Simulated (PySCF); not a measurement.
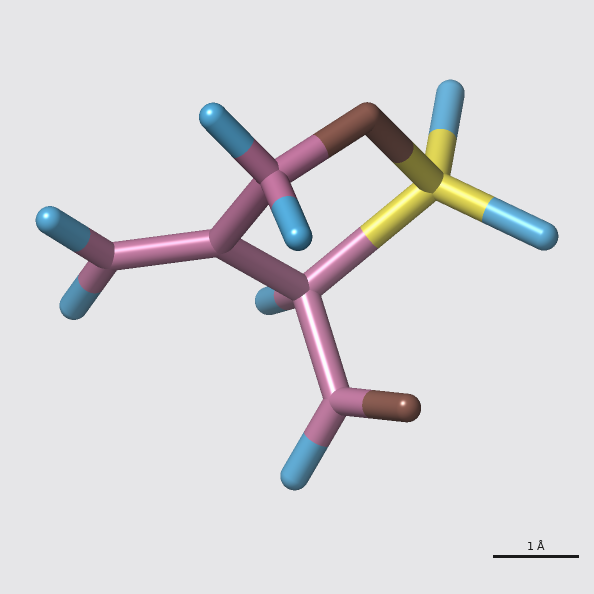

A stick model of a molecule. Colours: carbon pink, oxygen brown, germanium yellow, hydrogen blue.

The geometry was computed by an optimisation with GFN2-xTB. No frequency run is at hand to confirm it as a minimum.

Question: Give the formula.

Answer: C5H8GeO2, 16 atoms: 5 carbon, 8 hydrogen, 1 germanium and 2 oxygen.

Question: Name some functional groups or characteristic bonds that it holds.

Answer: Among them: aldehyde, alkene.

Question: Count the bonded pairs by element.

Answer: 6 C–H, 4 C–C, 2 C–O, 2 Ge–H, 1 Ge–O, 1 C–Ge.

Question: What is the point group of this geometry?

Answer: C1.

Question: What is its SMILES?

Answer: C=C1C[O][GeH2][C@H]1C=O

The parts below concern this one geometry. Atoms keep their numbers from picture to picture.

## Shape

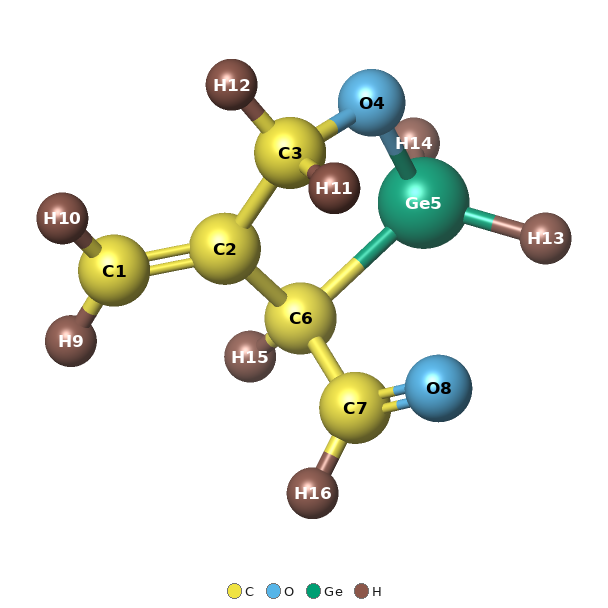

The atoms are numbered. No frequency run is at hand to confirm it as a minimum.

Question: How are the neighbours of atom 7 arranged?

Answer: C7 has 3 neighbours (C6 at 1.49, O8 at 1.20, H16 at 1.11 Å); the arrangement is trigonal planar.

Question: Describe the coordination of atom 3.

Answer: C3 has 4 neighbours (C2 at 1.51, O4 at 1.41, H11 at 1.10, H12 at 1.09 Å); the arrangement is tetrahedral.

Question: How are the neighbours of atom 2 arranged?

Answer: C2 has 3 neighbours (C1 at 1.32, C3 at 1.51, C6 at 1.51 Å); the arrangement is trigonal planar.

Question: How are the neighbours of atom 1 arranged?

Answer: C1 has 3 neighbours (C2 at 1.32, H9 at 1.08, H10 at 1.08 Å); the arrangement is trigonal planar.

Question: Which bond is the longest?

Answer: Ge5–C6, 2.012 Å.

Question: What is the dihedral angle C6–C2–C3–O4?

Answer: 37° in size, that is gauche.

## Dipole moment

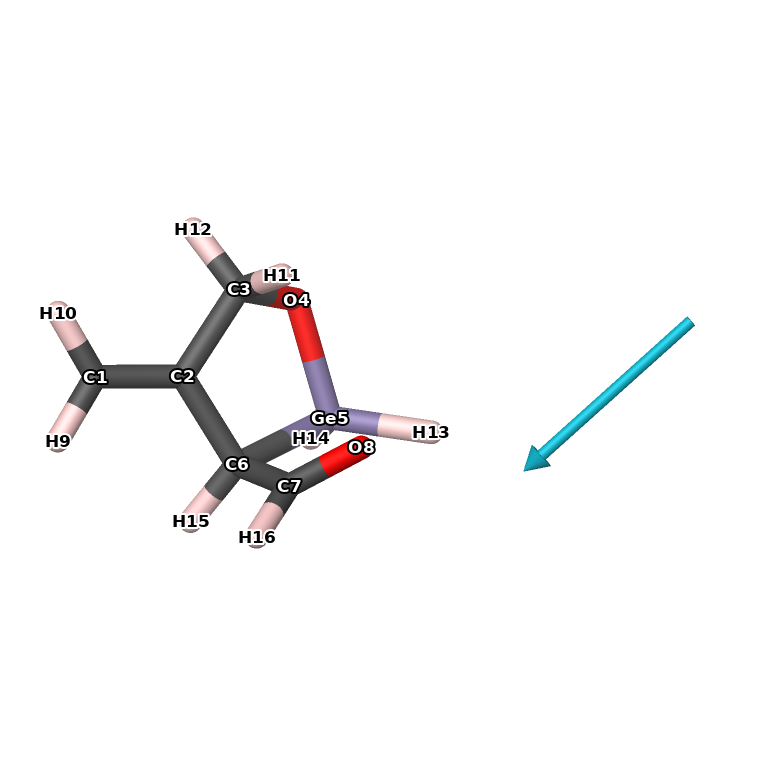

The arrow beside the molecule shows the direction of the dipole moment, from the negative to the positive end (its length means nothing). No frequency run is at hand to confirm it as a minimum. Method: PBE0/def2-SVPD, gas phase (PySCF 2.14.0).

Question: Estimate the dipole moment.

Answer: 3.11 D; it points from the side of H11, H13 to the side of H9 (the outermost atoms at the two ends).

## Polarisability

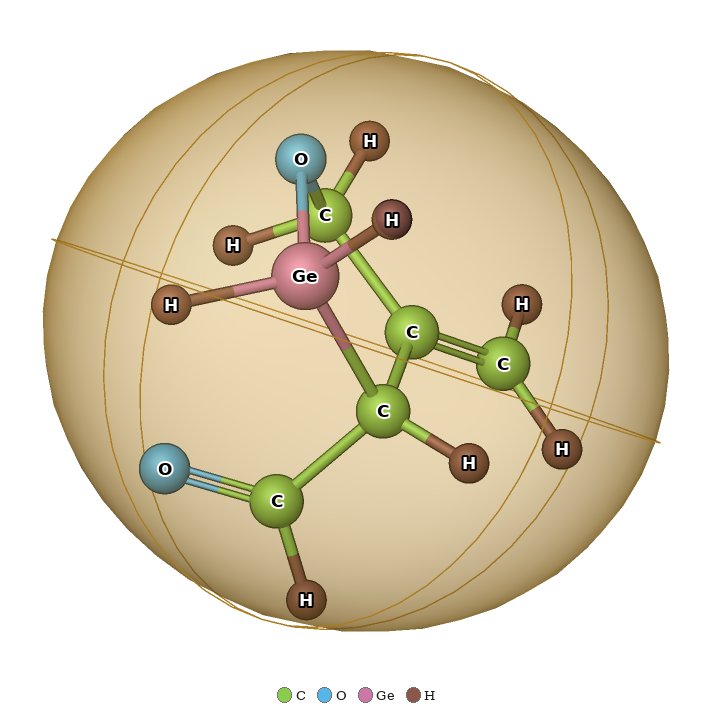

The ellipsoid shows the static dipole polarisability: its half-axes are proportional to the principal values. No frequency run is at hand to confirm it as a minimum. Method: PBE0/def2-SVPD (PySCF 2.14.0).

Question: Give the principal values, the mean and the anisotropy.

Answer: Principal values 78.3, 85.2, 110.3 bohr³; mean 91.3 bohr³ (13.53 Å³); anisotropy 29.1 bohr³, so the longest axis is 1.41 times the shortest.

## Excitation

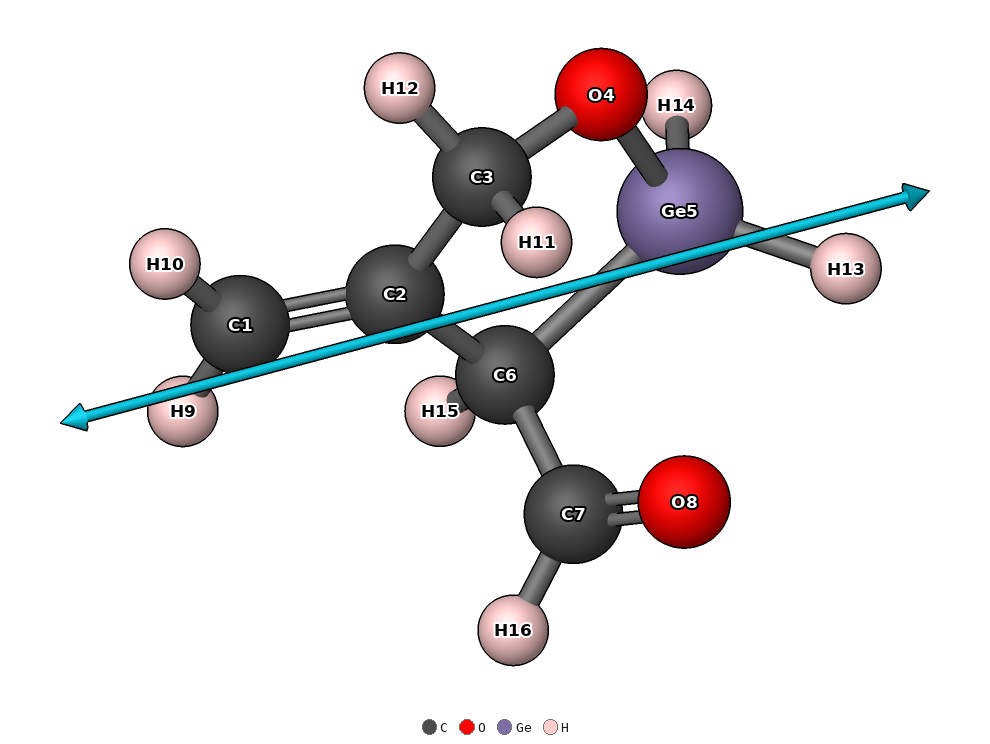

The double arrow shows the direction of the transition dipole to excited singlet state 4 (its length means nothing). No frequency run is at hand to confirm it as a minimum. Properties computed with TDDFT PBE0/def2-SVPD, vertical, gas phase, core orbitals frozen in the response (PySCF 2.14.0).

Question: Give its energy, strength and character.

Answer: 5.93 eV (209 nm), oscillator strength 0.072, mainly HOMO → LUMO+1 (weight 0.62); transition dipole 1.79 D.

The geometry is semi-empirical. Around Ge such bond lengths and angles can be off by a tenth of an ångström or more and by several degrees, and values that hang on the shape move with them.
